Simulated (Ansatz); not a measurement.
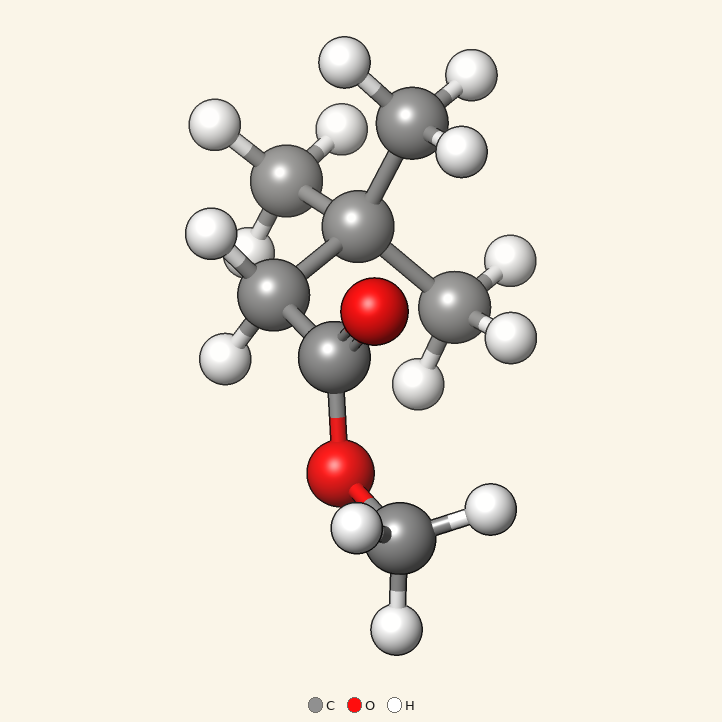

The geometry was computed by an optimisation with PBE0-D4/def2-TZVP. No frequency run is at hand to confirm it as a minimum.

Draw it as a skeletal formula.

SMILES: COC(=O)CC(C)(C)C

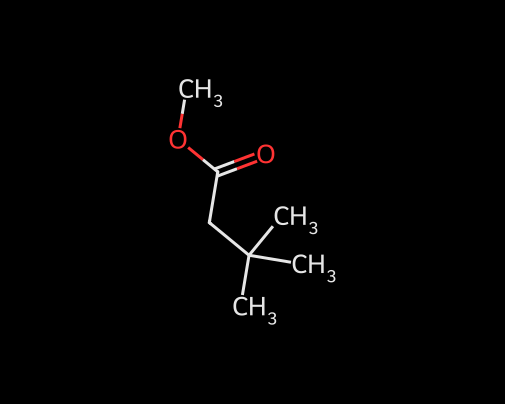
